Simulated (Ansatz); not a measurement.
# One shape, several levels: doublet [C2H2F2]+

Wanted: a comparison of 6 runs (U-revPBE/aug-cc-pVDZ, U-wB97X/aug-cc-pVDZ, UB3LYP/aug-cc-pVDZ, UHSE06/aug-cc-pVDZ, UPBE0/aug-cc-pVDZ, UMP2/aug-cc-pVDZ) of doublet [C2H2F2]+. 

The calculation is run with Ansatz 0.2.0.

47 further runs of the same task are left out: 47 set aside as unsound or not needed.

## (1) The system as given

The species is [C2H2F2]+ (6 atoms), meant as a doublet with charge +1. SMILES of the parent species: `C=C(F)F`. The coordinates come from a PBE0-D4/def2-TZVP relaxation. That shape belongs to the parent species and isn't relaxed for this state.

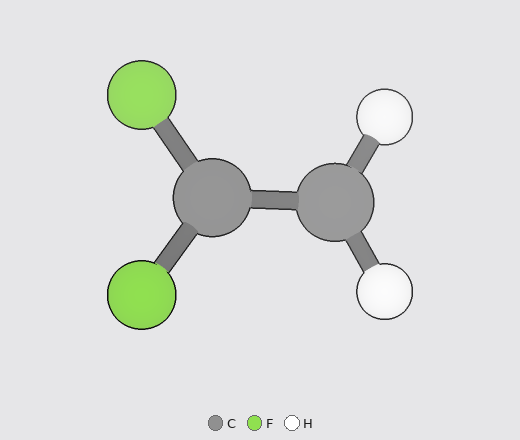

Viewed from a chosen angle; carbon grey, fluorine green, hydrogen white.

## (2) A single-point energy at U-revPBE/aug-cc-pVDZ (run 1)

The input, molecule.yaml:

```yaml
crystal:
  periodic: [false, false, false]
  atoms:
    - {symbol: C, position_ang: [-0.115900, 0.471000, -0.544400]}
    - {symbol: C, position_ang: [0.105000, -0.394600, 0.420100]}
    - {symbol: F, position_ang: [-0.454900, -0.363600, 1.607600]}
    - {symbol: F, position_ang: [0.919200, -1.422100, 0.343000]}
    - {symbol: H, position_ang: [0.394200, 0.360600, -1.488400]}
    - {symbol: H, position_ang: [-0.805600, 1.284800, -0.384200]}
basis:
  gaussian: {orbitals: aug-cc-pVDZ}
total_charge: 1
magnetization: {spin_polarized: true, initial_magnetization: 1}
hamiltonian: {xc: {name: revPBE}}
accuracy: high
output: {orbitals: {seedname: orbitals}}
```

On the command line:

```sh
ansatz run molecule.yaml --threads 1 --pin off --max-ram 3480MiB --events-out events.jsonl --progress --plain --runs-dir runs
```

What it wrote:

```text
Warning: RAYON_NUM_THREADS=1 ignored (pool sized by the plan → 1); use --threads N
Functional definition: revPBE
  name "revPBE"
  parameter kappa = 1.245
  parameter beta = 0.06672455060314922
  exchange = pbe_x(kappa = kappa, mu = beta*pi^2/3)
  correlation = pbe_c(beta = beta)
2192 factors; integrals over basis functions are off by at most 3.1e-9 eV
mean field evaluation 1: about -7520.6456 eV, gradient 4.5e1 eV
mean field evaluation 2: about -7514.7842 eV, gradient 6.4e1 eV
mean field evaluation 4: about -7527.7970 eV, gradient 1.7e0 eV
mean field evaluation 8: about -7527.8122 eV, gradient 2.1e-2 eV
mean field evaluation 16: about -7527.8122 eV, gradient 1.1e-5 eV
mean field -7527.81215807 eV, -276.6419942746 hartree, gradient 9.2e-8 eV, S^2 0.751939; 0 other end points of the search recorded, 0 dependent functions left out
reference -7527.81216618 eV, -276.6419945727 hartree; 16, 15 occupied and 94, 95 virtual orbitals, 2192 factors
Total energy: -7527.81216618 eV, -276.6419945727 hartree
```

It took 9.3 s on 1 thread of Arm Neoverse V1, shared host; peak memory 0.34 GiB.

## (3) The energy at U-wB97X/aug-cc-pVDZ (run 2)

The input, in.yaml:

```yaml
crystal:
  periodic: [false, false, false]
  atoms:
    - symbol: C
      position_ang: [-0.115900, 0.471000, -0.544400]
    - symbol: C
      position_ang: [0.105000, -0.394600, 0.420100]
    - symbol: F
      position_ang: [-0.454900, -0.363600, 1.607600]
    - symbol: F
      position_ang: [0.919200, -1.422100, 0.343000]
    - symbol: H
      position_ang: [0.394200, 0.360600, -1.488400]
    - symbol: H
      position_ang: [-0.805600, 1.284800, -0.384200]
basis:
  gaussian: {orbitals: aug-cc-pVDZ}
accuracy: high
output: {orbitals: {seedname: orbitals}}
magnetization: {spin_polarized: true, initial_magnetization: 1}
total_charge: 1
hamiltonian: {xc: {name: wB97X}}
```

On the command line:

```sh
ansatz run in.yaml --threads 1 --pin off --max-ram 3480MiB --events-out events.jsonl --progress --plain --runs-dir runs
```

What it wrote:

```text
Warning: RAYON_NUM_THREADS=1 ignored (pool sized by the plan → 1); use --threads N
Functional definition: wB97X
  name "wB97X"
  parameter omega = 0.3/bohr
  parameter cx = 0.157706
  parameter cx1 = 0.726479
  parameter cx2 = 1.04760
  parameter cx3 = -5.70635
  parameter cx4 = 13.2794
  parameter css1 = -4.33879
  parameter css2 = 18.2308
  parameter css3 = -31.7430
  parameter css4 = 17.2901
  parameter cos1 = 2.37031
  parameter cos2 = -11.3995
  parameter cos3 = 6.58405
  parameter cos4 = -3.78132
  exchange = spin_sum(e_x_unif_sr(omega)*poly(b97_u_x, 1 - cx, cx1, cx2, cx3, cx4)) + cx*exact_x_sr(omega)
      + exact_x_lr(omega)
  correlation = spin_sum(e_c_pw_same_spin*poly(b97_u_same, 1, css1, css2, css3, css4))
      + integral(e_c_pw_opposite_spin*poly(b97_u_opposite, 1, cos1, cos2, cos3, cos4))
2192 factors; integrals over basis functions are off by at most 3.1e-9 eV
427 factors; integrals over basis functions are off by at most 2.2e-9 eV
mean field evaluation 1: about -7523.1949 eV, gradient 4.0e1 eV
mean field evaluation 2: about -7522.8698 eV, gradient 4.4e1 eV
mean field evaluation 4: about -7528.0110 eV, gradient 7.1e-1 eV
mean field evaluation 8: about -7528.1038 eV, gradient 7.0e-2 eV
mean field evaluation 16: about -7528.1038 eV, gradient 6.2e-5 eV
mean field -7528.10383888 eV, -276.6527133469 hartree, gradient 1.4e-8 eV, S^2 0.752583; 0 other end points of the search recorded, 0 dependent functions left out
reference -7528.10383325 eV, -276.6527131397 hartree; 16, 15 occupied and 94, 95 virtual orbitals, 2192 factors
Total energy: -7528.10383325 eV, -276.6527131397 hartree
```

Run time: 49 s. Hardware: 1 thread of Arm Neoverse V1, shared host; peak memory 0.82 GiB.

Run 3 isn't shown in full; the table further down has it.

## (4) A single-point energy at UHSE06/aug-cc-pVDZ (run 4)

The input, job.yaml:

```yaml
crystal:
  periodic: [false, false, false]
  atoms:
    - {symbol: C, position_ang: [-0.115900, 0.471000, -0.544400]}
    - {symbol: C, position_ang: [0.105000, -0.394600, 0.420100]}
    - {symbol: F, position_ang: [-0.454900, -0.363600, 1.607600]}
    - {symbol: F, position_ang: [0.919200, -1.422100, 0.343000]}
    - {symbol: H, position_ang: [0.394200, 0.360600, -1.488400]}
    - {symbol: H, position_ang: [-0.805600, 1.284800, -0.384200]}
basis:
  gaussian: {orbitals: aug-cc-pVDZ}
total_charge: 1
magnetization: {spin_polarized: true, initial_magnetization: 1}
hamiltonian: {xc: {name: HSE06}}
accuracy: high
output: {orbitals: {seedname: orbitals}}
```

On the command line:

```sh
ansatz run job.yaml --threads 1 --pin off --max-ram 3480MiB --events-out events.jsonl --progress --plain --runs-dir runs
```

What it wrote:

```text
Warning: RAYON_NUM_THREADS=1 ignored (pool sized by the plan → 1); use --threads N
Functional definition: HSE06
  name "HSE06"
  parameter a = 0.25
  parameter omega = 0.11/bohr
  exchange = pbe_x - a*pbe_x_sr(omega) + a*exact_x_sr(omega)
  correlation = pbe_c
2192 factors; integrals over basis functions are off by at most 3.1e-9 eV
121 factors; integrals over basis functions are off by at most 8.6e-10 eV
mean field evaluation 1: about -7516.3071 eV, gradient 4.1e1 eV
mean field evaluation 2: about -7514.0533 eV, gradient 5.1e1 eV
mean field evaluation 4: about -7521.8152 eV, gradient 7.7e-1 eV
mean field evaluation 8: about -7521.9580 eV, gradient 1.3e-1 eV
mean field evaluation 16: about -7521.9581 eV, gradient 3.1e-5 eV
mean field -7521.95809388 eV, -276.4268613837 hartree, gradient 2.6e-8 eV, S^2 0.752518; 0 other end points of the search recorded, 0 dependent functions left out
reference -7521.95810023 eV, -276.4268616170 hartree; 16, 15 occupied and 94, 95 virtual orbitals, 2192 factors
Total energy: -7521.95810023 eV, -276.4268616170 hartree
```

Run time: 15 s. Hardware: 1 thread of Arm Neoverse V1, shared host; peak memory 0.47 GiB.

Run 5 isn't shown in full; the table further down has it.

## (5) A single-point energy at UMP2/aug-cc-pVDZ (run 6)

The input, in.yaml:

```yaml
crystal:
  periodic: [false, false, false]
  atoms:
    - {symbol: C, position_ang: [-0.115900, 0.471000, -0.544400]}
    - {symbol: C, position_ang: [0.105000, -0.394600, 0.420100]}
    - {symbol: F, position_ang: [-0.454900, -0.363600, 1.607600]}
    - {symbol: F, position_ang: [0.919200, -1.422100, 0.343000]}
    - {symbol: H, position_ang: [0.394200, 0.360600, -1.488400]}
    - {symbol: H, position_ang: [-0.805600, 1.284800, -0.384200]}
basis:
  gaussian:
    orbitals: aug-cc-pVDZ
total_charge: 1
magnetization:
  spin_polarized: true
  initial_magnetization: 1
correlation:
  method: mp2
  frozen_orbitals: {C: 1, F: 1, H: 0}
accuracy: high
```

On the command line:

```sh
ansatz run in.yaml --threads 1 --pin off --max-ram 3480MiB --events-out events.jsonl --progress --plain --runs-dir runs
```

What it wrote:

```text
Warning: RAYON_NUM_THREADS=1 ignored (pool sized by the plan → 1); use --threads N
Functional definition: HF
  name "HF"
  exchange = exact_x
  correlation = 0
2192 factors; integrals over basis functions are off by at most 3.1e-9 eV
mean field evaluation 1: about -7490.8662 eV, gradient 3.3e1 eV
mean field evaluation 2: about -7490.9281 eV, gradient 3.3e1 eV
mean field evaluation 4: about -7494.8025 eV, gradient 2.6e0 eV
mean field evaluation 8: about -7494.8621 eV, gradient 3.0e-1 eV
mean field evaluation 16: about -7494.8638 eV, gradient 1.9e-8 eV
mean field -7494.86379534 eV, -275.4311642774 hartree, gradient 1.9e-8 eV, S^2 0.755654; 0 other end points of the search recorded, 0 dependent functions left out
4 core orbitals not correlated: weight in the atoms' cores, before any rotation towards them, 1.000 or more for the frozen orbitals, at most 0.000 for the correlated occupied ones
reference -7494.86379534 eV, -275.4311642774 hartree; 12, 11 occupied and 94, 95 virtual orbitals, 2192 factors
second order -17.17826766 eV of doubles, -0.00000000 eV of singles
Total energy: -7512.04206300 eV, -276.0624539703 hartree
```

Run time: 5.4 s. Hardware: 1 thread of Arm Neoverse V1, shared host; peak memory 0.35 GiB.

## (6) Overview of the runs

```tsv
run	level	frozen core orbitals	energy (Eh)	HOMO energy (eV)	LUMO energy (eV)	⟨S²⟩	wall time
1	U-revPBE/aug-cc-pVDZ	–	-276.641995	-15.58	-14.00	0.752	9.3 s
2	U-wB97X/aug-cc-pVDZ	–	-276.652713	-19.50	-10.70	0.753	49 s
3	UB3LYP/aug-cc-pVDZ	–	-276.717454	-16.84	-13.41	0.752	14 s
4	UHSE06/aug-cc-pVDZ	–	-276.426862	-16.78	-13.41	0.753	15 s
5	UPBE0/aug-cc-pVDZ	–	-276.438492	-17.19	-13.01	0.753	13 s
6	UMP2/aug-cc-pVDZ	4	-276.062454	–	–	0.756	5.4 s
```

## (7) What came out

```
                                          quantity          value
                               run 6: total energy  -276.06245 Eh
run 6: correlation energy (4 core orbitals frozen)     -631.3 mEh
          run 6: ⟨S²⟩ of the reference determinant          0.756
```

In words: Totals of different functionals can't be ranked against each other. All runs together took 1.8 min, the longest 49 s.
